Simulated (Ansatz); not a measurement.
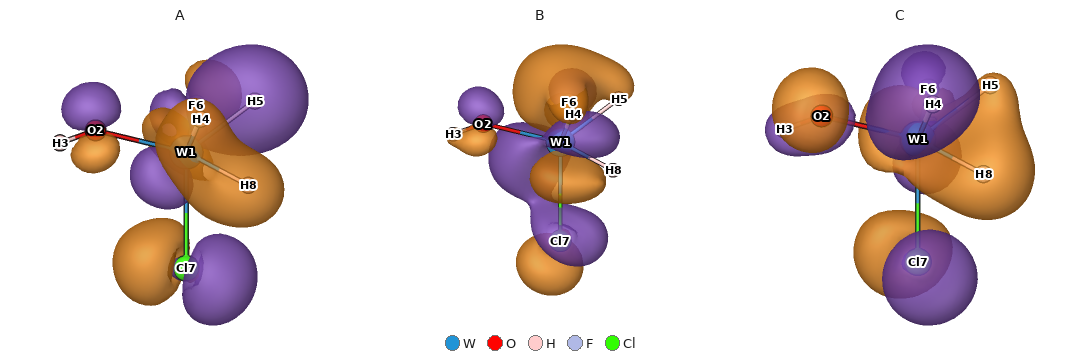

*ClFH₄OW. Three frontier orbitals at ±0.1 Å⁻³ᐟ² (orange and purple are the two phases), in no order.*

Core potentials replace the inner electrons of W; not at a stationary point (largest force 0.9 eV/Å).

Theory: RKS PBE0/def2-SVP in Ansatz.

```
atom    x (Å)    y (Å)    z (Å)
   W  -0.0619  -0.1478   0.2522
   O   0.6326  -0.0375   2.0404
   H   0.0797  -0.5595   2.6474
   H   1.3295   0.8274   0.1372
   H  -0.0397   1.1628  -0.7786
   F  -1.8435   0.4390   0.3033
  Cl  -0.1552  -2.3684  -0.2991
   H   0.9572  -0.2674  -1.0656
```

Which picture is the HOMO−1, the HOMO and the LUMO?

Answer. A is the HOMO−1 (−8.52 eV). It lies mainly on W1 (about 30 %), H5 (about 20 %), Cl7 (about 20 %), F6 (about 10 %) and H8 (about 10 %). C is the HOMO (−8.21 eV). By Hirshfeld shares it lies mainly on W1 (about 35 %), Cl7 (about 20 %), H4 (about 20 %), O2 (about 10 %) and H8 (about 10 %). B is the LUMO (−2.57 eV). Its weight (Hirshfeld) is mainly on W1 (about 65 %), Cl7 (about 15 %) and F6 (about 5 %).

What is the HOMO–LUMO gap?

Answer. 5.64 eV between the orbital energies.
